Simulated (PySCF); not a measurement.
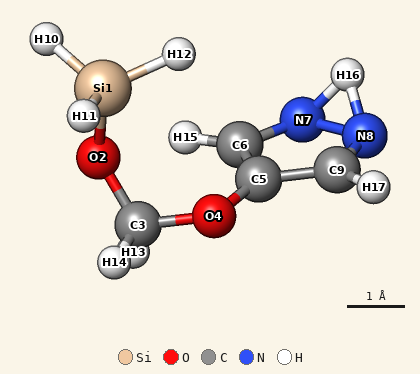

The structure as given in the input (ball-and-stick view, seen at a tilt; atoms are numbered from 1 in the order of the input).

Saddle-point search of C4H8N2O2Si

System: C4H8N2O2Si.
Method: B3LYP-D3(BJ)/def2-SVP saddle search from the GFN2-xTB point and Hessian, gas phase (PySCF 2.14.0).

Input
```
{"job": {"xc": "B3LYP", "basis": "def2-SVP", "kind": "refine"}, "charge": 0, "multiplicity": 1}
Si     2.281709     0.926398     0.576448
O      1.696921    -0.591614     0.715439
C      1.160031    -1.357179    -0.294661
O      0.298481    -0.654730    -1.131398
C     -0.871307    -0.238398    -0.564435
C     -1.325552    -0.346683     0.748197
N     -2.573048     0.118457     0.834278
N     -2.941011     0.589168    -0.449252
C     -1.903922     0.389478    -1.260597
H      2.716657     1.089914     1.953132
H      3.350583     0.979806    -0.421606
H      1.234146     1.877445     0.193804
H      0.644205    -2.210333     0.173829
H      1.954676    -1.728159    -0.955888
H     -0.829714    -0.737204     1.613867
H     -2.950632     1.222234     0.561661
H     -1.942225     0.671400    -2.292817
```

The first line tells a small driver script what to run in PySCF; the rest is the geometry in Å.

Launched with:
```bash
OMP_NUM_THREADS=1 python <driver script> task.json out
```

Output
```
step      E/eV     max force
  0    -19217.38271   1.4462
  1    -19217.53901   0.8349
  2    -19217.60455   0.3636
  3    -19217.61541   0.0621
  4    -19217.61451   0.1420
  5    -19217.61652   0.0336
  6    -19217.61767   0.0334
  7    -19217.61884   0.0612
  8    -19217.61938   0.0795
  9    -19217.61847   0.2328
 10    -19217.61992   0.0410
 11    -19217.62021   0.0689
 12    -19217.62040   0.0628
 13    -19217.62031   0.1195
 14    -19217.62110   0.0220
 15    -19217.62125   0.0266
 16    -19217.62151   0.0323
 17    -19217.62162   0.0200
 18    -19217.62145   0.0282
 19    -19217.62165   0.0037
```

Trajectory as extended XYZ (Å, eV, eV/Å), 6 of the 20 frames kept, from step=0 to step=19
```
17
Properties=species:S:1:pos:R:3:forces:R:3 step=0 energy=-19217.38271
Si    2.2817    0.9264    0.5764    0.1820   0.7420   0.1210
O     1.6969   -0.5916    0.7154   -0.6800  -1.2540   0.2380
C     1.1600   -1.3572   -0.2947    0.4140  -0.7150  -0.0450
O     0.2985   -0.6547   -1.1314   -0.7350   0.4490  -0.0440
C    -0.8713   -0.2384   -0.5644    0.3380  -0.2790  -0.4950
C    -1.3256   -0.3467    0.7482    0.3420   0.0560   0.0800
N    -2.5730    0.1185    0.8343   -0.4370  -0.8400   0.5170
N    -2.9410    0.5892   -0.4493   -0.7450  -0.4040  -0.6600
C    -1.9039    0.3895   -1.2606    0.4000   0.0550  -0.0210
H     2.7167    1.0899    1.9531    0.4310   0.5670   0.4830
H     3.3506    0.9798   -0.4216    0.4920   0.0880  -0.3100
H     1.2341    1.8774    0.1938   -0.2800   0.3850  -0.0550
H     0.6442   -2.2103    0.1738   -0.1180  -0.0930  -0.0080
H     1.9547   -1.7282   -0.9559    0.0970  -0.1250  -0.1670
H    -0.8297   -0.7372    1.6139    0.3680  -0.1720   0.5090
H    -2.9506    1.2222    0.5617   -0.1010   1.3230   0.5220
H    -1.9422    0.6714   -2.2928    0.0320   0.2170  -0.6650
17
Properties=species:S:1:pos:R:3:forces:R:3 step=4 energy=-19217.61451
Si    2.2878    0.9258    0.6075    0.0470   0.0770   0.0050
O     1.6703   -0.6338    0.7805   -0.0240   0.0320   0.0210
C     1.1643   -1.3877   -0.2703    0.0050  -0.0390  -0.0200
O     0.2981   -0.6469   -1.1052   -0.0250   0.0230   0.0170
C    -0.8829   -0.2540   -0.5692    0.0050  -0.0100   0.0190
C    -1.3639   -0.3714    0.7435    0.0010   0.0180   0.0120
N    -2.6352    0.0733    0.8023    0.0090  -0.0250  -0.0120
N    -2.9734    0.5703   -0.5034    0.0120  -0.0530  -0.0310
C    -1.8929    0.3968   -1.2865   -0.0180   0.0150   0.0140
H     2.9996    1.2008    1.8878   -0.0620  -0.0020  -0.1080
H     3.2392    0.9767   -0.5483   -0.0670  -0.0010   0.0830
H     1.1868    1.9166    0.3993    0.1170  -0.0750   0.0290
H     0.6288   -2.2515    0.1606   -0.0080  -0.0020  -0.0030
H     1.9658   -1.7374   -0.9419    0.0080   0.0030  -0.0130
H    -0.8584   -0.7490    1.6305   -0.0040   0.0050  -0.0070
H    -2.9510    1.2519    0.5383    0.0080   0.0300   0.0280
H    -1.8829    0.7196   -2.3256   -0.0050   0.0030  -0.0340
17
Properties=species:S:1:pos:R:3:forces:R:3 step=8 energy=-19217.61938
Si    2.3295    0.9063    0.6446    0.0680  -0.0130   0.0390
O     1.6602   -0.6350    0.7906   -0.0090  -0.0080  -0.0150
C     1.1585   -1.3617   -0.2837    0.0160  -0.0150   0.0050
O     0.2994   -0.5982   -1.1050   -0.0240   0.0130   0.0050
C    -0.8924   -0.2320   -0.5743    0.0010   0.0050   0.0040
C    -1.3549   -0.3152    0.7477   -0.0140   0.0110   0.0020
N    -2.6430    0.0780    0.8026    0.0110  -0.0400  -0.0050
N    -3.0144    0.5070   -0.5185    0.0080  -0.0390  -0.0160
C    -1.9359    0.3467   -1.3069    0.0070   0.0010   0.0040
H     3.0976    1.1272    1.8995   -0.0540  -0.0080  -0.0470
H     3.2388    0.9577   -0.5368    0.0020  -0.0060  -0.0050
H     1.2637    1.9337    0.5036   -0.0040   0.0260   0.0070
H     0.6164   -2.2344    0.1218    0.0100   0.0180   0.0000
H     1.9639   -1.6955   -0.9600   -0.0050   0.0060   0.0120
H    -0.8246   -0.6391    1.6415   -0.0090   0.0040  -0.0130
H    -3.0109    1.2304    0.4933   -0.0030   0.0490   0.0180
H    -1.9518    0.6240   -2.3600    0.0010  -0.0030   0.0040
17
Properties=species:S:1:pos:R:3:forces:R:3 step=11 energy=-19217.62021
Si    2.3412    0.9052    0.6463    0.0600  -0.0110   0.0320
O     1.6620   -0.6314    0.7869   -0.0110   0.0010   0.0090
C     1.1572   -1.3559   -0.2861   -0.0020  -0.0030  -0.0040
O     0.2970   -0.5898   -1.1042    0.0000   0.0010   0.0000
C    -0.8956   -0.2285   -0.5731    0.0030   0.0000  -0.0010
C    -1.3580   -0.3104    0.7489    0.0000  -0.0010   0.0000
N    -2.6488    0.0730    0.8018   -0.0030  -0.0050   0.0000
N    -3.0225    0.4946   -0.5204   -0.0070  -0.0010   0.0010
C    -1.9426    0.3399   -1.3078   -0.0030   0.0020  -0.0030
H     3.1026    1.1122    1.9051   -0.0240   0.0070  -0.0210
H     3.2542    0.9534   -0.5317    0.0090  -0.0060  -0.0120
H     1.2883    1.9459    0.5067   -0.0180   0.0160   0.0010
H     0.6146   -2.2268    0.1208    0.0000  -0.0020  -0.0020
H     1.9603   -1.6908   -0.9641    0.0010   0.0050   0.0010
H    -0.8264   -0.6279    1.6436    0.0020  -0.0020   0.0010
H    -3.0239    1.2248    0.4891   -0.0030  -0.0010  -0.0040
H    -1.9595    0.6124   -2.3620   -0.0030   0.0000   0.0000
17
Properties=species:S:1:pos:R:3:forces:R:3 step=15 energy=-19217.62125
Si    2.3764    0.8979    0.6551   -0.0200  -0.0020  -0.0110
O     1.6554   -0.6209    0.7919    0.0090   0.0030  -0.0080
C     1.1528   -1.3360   -0.2892    0.0010  -0.0060   0.0050
O     0.2931   -0.5640   -1.1020   -0.0090   0.0050   0.0010
C    -0.9055   -0.2183   -0.5735    0.0070  -0.0040   0.0030
C    -1.3657   -0.2995    0.7493   -0.0040   0.0000   0.0030
N    -2.6636    0.0600    0.8005    0.0080  -0.0200   0.0050
N    -3.0457    0.4656   -0.5244   -0.0020  -0.0110  -0.0130
C    -1.9635    0.3253   -1.3114    0.0000   0.0020  -0.0020
H     3.1280    1.0942    1.9190    0.0070  -0.0010   0.0080
H     3.2981    0.9184   -0.5183    0.0010  -0.0070   0.0080
H     1.3480    1.9636    0.5056    0.0060   0.0020  -0.0050
H     0.6100   -2.2113    0.1087    0.0060   0.0080  -0.0010
H     1.9573   -1.6638   -0.9692    0.0000   0.0040   0.0050
H    -0.8275   -0.6017    1.6455    0.0010  -0.0010  -0.0010
H    -3.0608    1.2008    0.4800   -0.0070   0.0250   0.0060
H    -1.9867    0.5897   -2.3676   -0.0020   0.0020  -0.0030
17
Properties=species:S:1:pos:R:3:forces:R:3 step=19 energy=-19217.62165
Si    2.4074    0.8935    0.6593    0.0000  -0.0010   0.0010
O     1.6487   -0.6067    0.7916   -0.0020   0.0000   0.0000
C     1.1484   -1.3158   -0.2944    0.0010   0.0000   0.0010
O     0.2858   -0.5416   -1.1018    0.0010  -0.0010  -0.0010
C    -0.9166   -0.2104   -0.5730    0.0000   0.0000   0.0010
C    -1.3746   -0.2958    0.7504    0.0010  -0.0010  -0.0010
N    -2.6779    0.0433    0.8016   -0.0030   0.0020  -0.0010
N    -3.0673    0.4401   -0.5239   -0.0010   0.0010   0.0010
C    -1.9837    0.3153   -1.3114    0.0010  -0.0010   0.0000
H     3.1299    1.0850    1.9414   -0.0010   0.0020   0.0000
H     3.3615    0.8736   -0.4877    0.0000   0.0000   0.0000
H     1.4129    1.9840    0.4675   -0.0010   0.0020  -0.0010
H     0.6087   -2.1949    0.0982    0.0000   0.0000   0.0000
H     1.9543   -1.6362   -0.9762    0.0000   0.0000   0.0010
H    -0.8307   -0.5883    1.6464   -0.0010  -0.0010  -0.0010
H    -3.0942    1.1781    0.4802    0.0010  -0.0030   0.0000
H    -2.0125    0.5768   -2.3683    0.0010   0.0000   0.0000
```

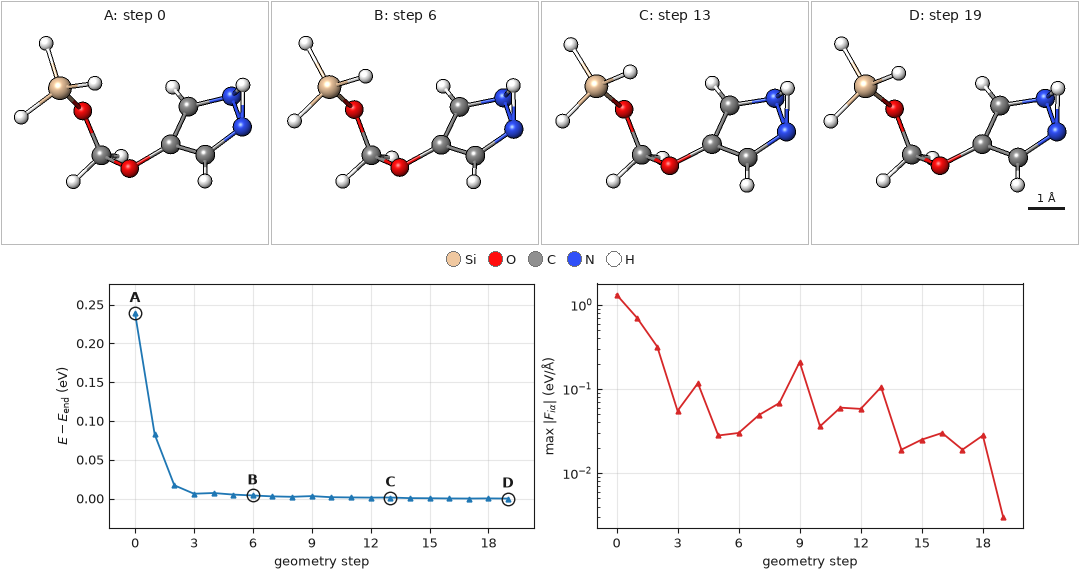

Frames of the saddle-point search (ball-and-stick view, seen at a tilt) above the curves, on which the letters mark them (steps are counted from 0).

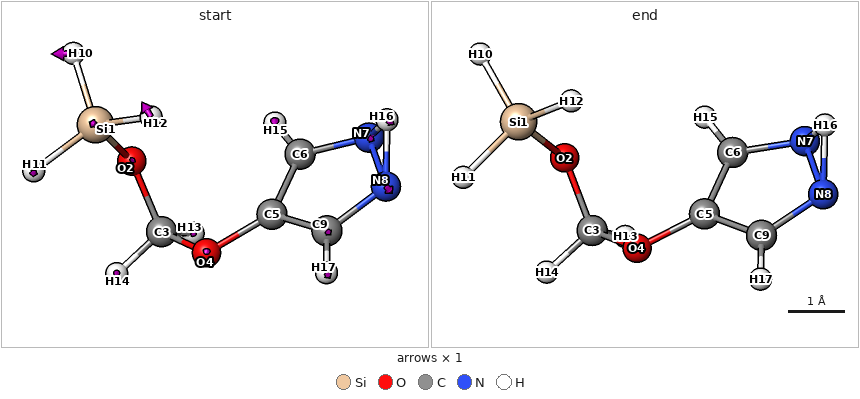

Before (left) and after (right) the saddle-point search, at one scale (ball-and-stick view, seen at a tilt). The pink arrows give the displacements, at true length. The atom that moves furthest after the best rigid fit is H10 (0.42 Å). Largest moves by element: H 0.42 Å, N 0.21 Å, Si 0.15 Å, C 0.12 Å, O 0.12 Å. Among the contacts that change: Si1–O2 1.633 → 1.686 Å, N8–H16 1.193 → 1.246 Å, N7–H16 1.198 → 1.251 Å, Si1–H10 1.453 → 1.484 Å. Among the angles that change: O2–Si1–H10 97.5° → 105.4°, H10–Si1–H11 115.0° → 110.8°, C9–N8–H16 127.0° → 122.9°. Over 19 geometry steps the energy falls by 0.239 eV. The largest force component goes from 1.3 to 0.003 eV/Å. (Atoms are counted from 1 in the order of the input.)

Results in brief

```csv
quantity,value
outcome,converged
total energy,−706.234575 hartree
hardware,"1 CPU thread, shared host"
wall time,6 min
peak memory,0.68 GiB
```
